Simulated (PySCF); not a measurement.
Sn(F)(NH2), SMILES [NH2][Sn][F] at its CAM-B3LYP/def2-SVP optimised geometry (Å):

```
5

Sn    -0.5350    -1.2995     0.0000
F      1.4240    -1.2995     0.0000
N     -0.5928     0.7160     0.0000
H      0.2602     1.2706     0.0005
H     -1.4240     1.2995     0.0010
```

Calculation: CAM-B3LYP/def2-TZVP, def2 effective core potentials past Kr (PySCF 2.14.0). The core electrons that the potentials of Sn replace are not part of the density.

Map of the Laplacian of the electron density (e/bohr⁵), clipped to [-1.50, 1.50] on the plane z = 0.8 Å:

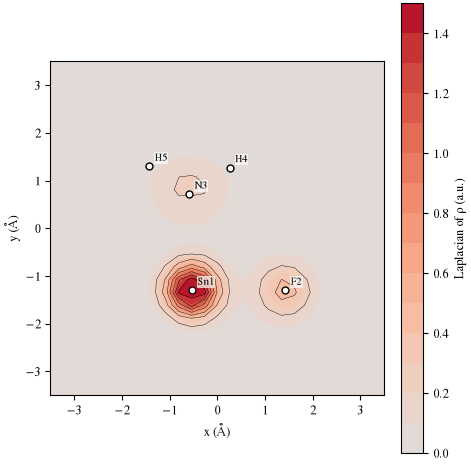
Figure: Laplacian of the electron density (e/bohr⁵), clipped to [-1.50, 1.50] on the plane z = 0.8 Å.
